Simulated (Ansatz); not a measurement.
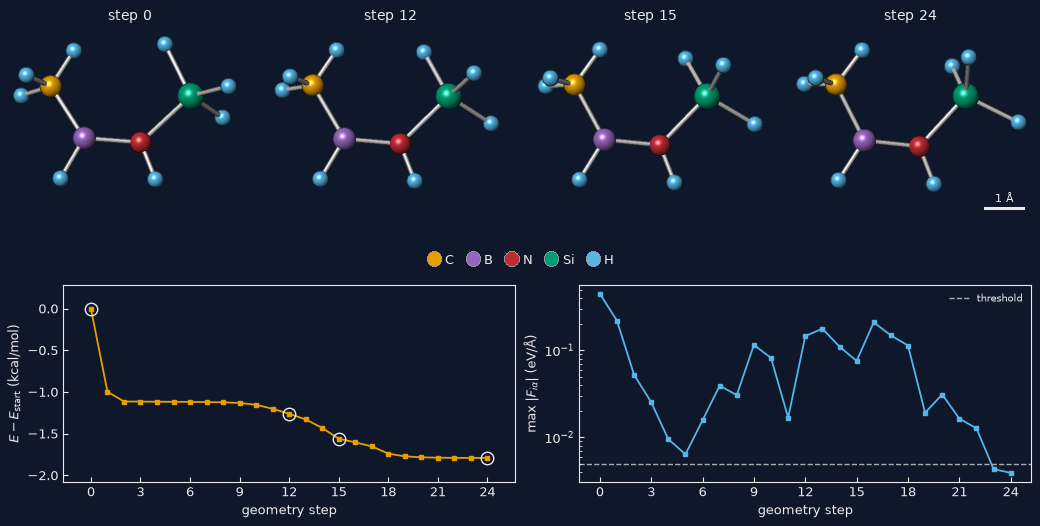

Frames of a relaxation of CH8BNSi, marked on the history of the run. The picture is a ball-and-stick view, seen at a tilt.

The start comes from PBE-D4/def2-SVP.

The calculation used RKS PBE0-D4/def2-TZVP in Ansatz 0.2.0.

The input:
```yaml
crystal:
  periodic: [false, false, false]
  atoms:
    - {symbol: C, position_ang: [-0.826880, 1.554596, -0.080436]}
    - {symbol: B, position_ang: [0.222677, 0.817462, 0.835080]}
    - {symbol: N, position_ang: [0.714510, -0.498472, 0.619927]}
    - {symbol: Si, position_ang: [0.369971, -1.701641, -0.634148]}
    - {symbol: H, position_ang: [-1.705772, 1.849069, 0.534563]}
    - {symbol: H, position_ang: [-1.195786, 0.993810, -0.961388]}
    - {symbol: H, position_ang: [-0.394166, 2.514949, -0.437095]}
    - {symbol: H, position_ang: [0.668077, 1.399937, 1.816405]}
    - {symbol: H, position_ang: [1.396058, -0.812299, 1.320079]}
    - {symbol: H, position_ang: [-0.664251, -1.165017, -1.574497]}
    - {symbol: H, position_ang: [-0.130767, -2.974401, -0.004403]}
    - {symbol: H, position_ang: [1.623428, -2.033092, -1.399986]}
basis:
  gaussian: {orbitals: def2-TZVP}
hamiltonian: {xc: pbe0, dispersion: d4}
relax: {f_tol: 0.005, max_steps: 150}
```

Run as
```bash
ansatz run in.yaml --threads 2 --pin off --events-out ev --progress --plain --max-ram 4352MiB
```

Q: Describe the path.

A: The atom that moves furthest after the best rigid fit is H12 (1.24 Å). By element the largest moves are H 1.24 Å, C 0.28 Å, N 0.25 Å, Si 0.15 Å, B 0.10 Å. Among the contacts that change: N3–Si4 1.772 → 1.744 Å, B2–H8 1.225 → 1.203 Å, Si4–H11 1.506 → 1.486 Å, N3–H9 1.026 → 1.009 Å. Bond angles that change, for instance: B2–N3–Si4 132.0° → 127.3°, N3–Si4–H11 110.0° → 107.1°, C1–B2–N3 125.1° → 122.4°. Groups turn about N3–Si4 by about 60°. Over 24 geometry steps the energy falls by 1.79 kcal/mol. The largest force component goes from 0.45 to 0.0039 eV/Å. The run took 87 s on 2 threads of Arm Neoverse V2 (shared host). From step 0 to 12: H12 moves most (0.49 Å), energy −1.26 kcal/mol. From step 12 to 15: H12 moves most (0.33 Å), energy −0.30 kcal/mol. From step 15 to 24: H12 moves most (0.41 Å), energy −0.23 kcal/mol.

```
step  E − E(0), kcal/mol  largest force component, eV/Å
   0                0.00                         0.4477
   1               -1.00                         0.2195
   2               -1.11                         0.0523
   3               -1.12                         0.0254
   4               -1.12                         0.0095
   5               -1.12                         0.0064
   6               -1.12                         0.0157
   7               -1.12                         0.0392
   8               -1.12                         0.0306
   9               -1.13                         0.1156
  10               -1.15                         0.0818
  11               -1.20                         0.0168
  12               -1.26                         0.1458
  13               -1.33                         0.1774
  14               -1.43                         0.1103
  15               -1.56                         0.0755
  16               -1.60                         0.2101
  17               -1.65                         0.1487
  18               -1.74                         0.1135
  19               -1.77                         0.0192
  20               -1.78                         0.0311
  21               -1.79                         0.0164
  22               -1.79                         0.0127
  23               -1.79                         0.0043
  24               -1.79                         0.0039
```
